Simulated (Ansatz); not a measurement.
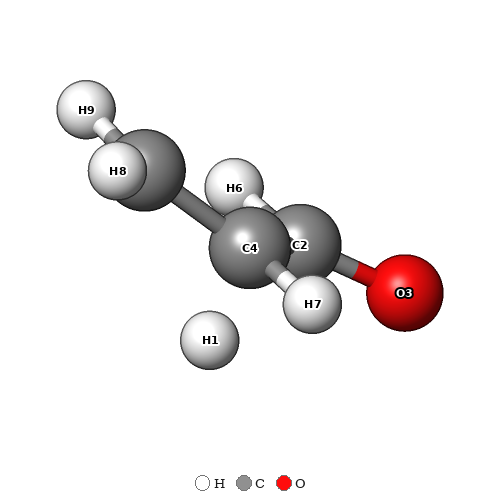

The system is the reacting system C3H5O, spin multiplicity 2; the picture shows the reference structure. Coordinates scanned: (1) distance H1–C4 (bond that forms); (2) distance H1–C2 (bond that breaks). Relaxed at each point: all other coordinates. Grid: 9 × 9 points. At 14 points there is no value. Points are written as (first, second). Energies are in kJ/mol, from a guessed transition structure relaxed with its forming and breaking bonds held. All numbers below come from UKS PBE0-D4/def2-SVP in Ansatz.

Its coordinates:

```tsv
atom	x (Å)	y (Å)	z (Å)
H	0.3266	0.8443	-0.8661
C	-0.0910	-0.4660	-1.1326
O	-0.8213	-0.5467	-2.1100
C	-0.4236	0.2326	0.1385
C	0.3012	0.0873	1.3307
H	0.9024	-0.9850	-1.0884
H	-1.3855	0.7569	0.1199
H	-0.0404	0.5627	2.2503
H	1.2314	-0.4862	1.3575
```

Range: distance H1–C4 (bond that forms) from 0.963 to 2.463 Å; distance H1–C2 (bond that breaks) from 0.963 to 2.763 Å.

Question: Predict the map.

Answer: The lowest grid point is at (1.074 Å, 2.219 Å), −129 kJ/mol from a guessed transition structure relaxed with its forming and breaking bonds held. The highest grid point, (0.963 Å, 0.963 Å), lies 416 kJ/mol above the lowest.

```tsv
second ↓, first →	0.963	1.074	1.228	1.403	1.594	1.797	2.010	2.232	2.463
2.763	–	–	–	–	–	–	–	–	–
2.486	−27	−90	−95	−55	−5	28	35	–	–
2.219	−82	−129	−117	−67	−9	27	38	38	–
1.963	−90	−127	−111	−57	0	34	44	43	–
1.720	−62	−100	−84	−34	15	41	46	44	44
1.491	−10	−52	−45	−8	23	32	27	19	20
1.281	64	11	1	11	10	−6	−26	−36	−23
1.097	163	95	57	31	0	−32	−55	−56	−19
0.963	287	204	142	92	46	8	−11	2	–
```

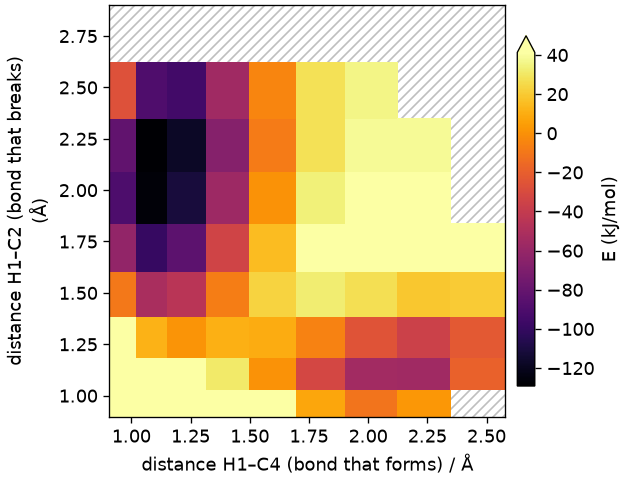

In the figure: one coloured cell a grid point, one colour for all values above the top of the scale, hatched blanks where no value was computed.

Time for the 67 points that were run: 51 min on 1 thread of Arm Neoverse V1, with other jobs on the host.
